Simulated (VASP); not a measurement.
Band structure of BeI2 (space group Ibam). All values below come from PBEsol GGA with spin-orbit coupling, VASP's PBE PAW potentials (set 64) (plane waves; VASP).

Without a dispersion term in the relaxation, distances and binding between the weakly bound layers, chains or molecules are unreliable, and so is what depends on them.

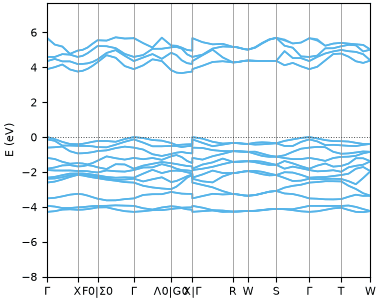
Figure. Bands along high-symmetry lines, zero at the valence-band maximum or, without a gap, the Fermi level

Read the plot: is there a gap, and where are the band edges?

The gap is indirect, 3.66 eV, from the valence maximum at Γ to the conduction minimum at (-0.40, -0.40, 0.40).

The structure comes from a computed database's BeI2 entry (Ibam), a phase known from measurement. It was relaxed first.
